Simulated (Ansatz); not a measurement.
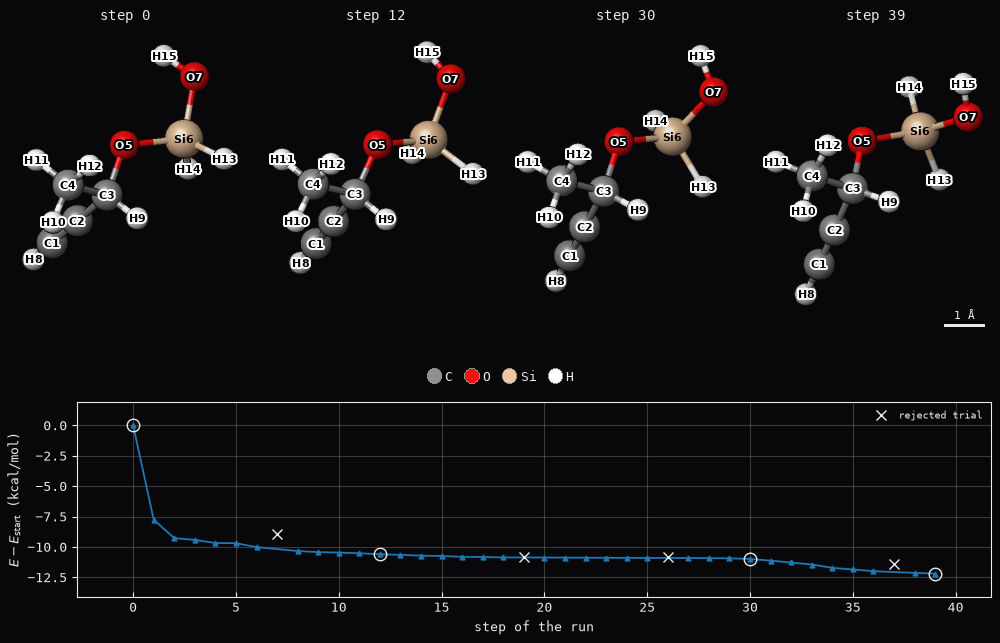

Frames of a relaxation of C4H8O2Si, marked on the history of the run. The picture is a ball-and-stick view, seen from a free direction.

The run prepares an end point of a later path (torsion) calculation, from a guessed geometry.

Computed with Ansatz, RKS PBE-D4/6-31G*. Settings: no spin polarisation; force threshold 0.015 eV/Å; at most 40 steps.

### What happens along the run?

The relaxation stopped without meeting its thresholds, so the last structure isn't shown to be converged. It used up its limit of 40 steps. After 35 accepted moves (39 points after the start) the energy has fallen by 12.2 kcal/mol. Largest force component: 3.1 eV/Å at the start, 0.077 eV/Å at the end. The line search rejected the trial steps at points 7, 19, 26, 37 of the run. The forces were under the threshold at step 20, but the run went on from there. H13 moves most after the best rigid fit: 2.31 Å. Largest moves by element: H 2.31 Å, O 1.52 Å, C 0.78 Å, Si 0.59 Å. Among the contacts that change: C3–C4 1.634 → 1.532 Å, C3–H9 1.035 → 1.111 Å, C1–H8 1.015 → 1.074 Å, C4–H12 1.062 → 1.102 Å. Bond angles that change, for instance: O5–Si6–H14 109.9° → 102.8°, O7–Si6–H13 109.4° → 103.5°, O5–Si6–O7 108.2° → 113.5°. Groups turn about O5–Si6 by about 100°, Si6–O7 by about 50°. The run took 60 s on 2 threads of Intel(R) Xeon(R) 6975P-C (Granite Rapids) (shared host), peak memory 0.2 GiB. From step 0 to 12: H14 moves most (0.82 Å), energy −10.6 kcal/mol. From step 12 to 30: H atoms move most (0.87 Å), energy −0.39 kcal/mol. From step 30 to 39: H15 moves most (0.96 Å), energy −1.21 kcal/mol.
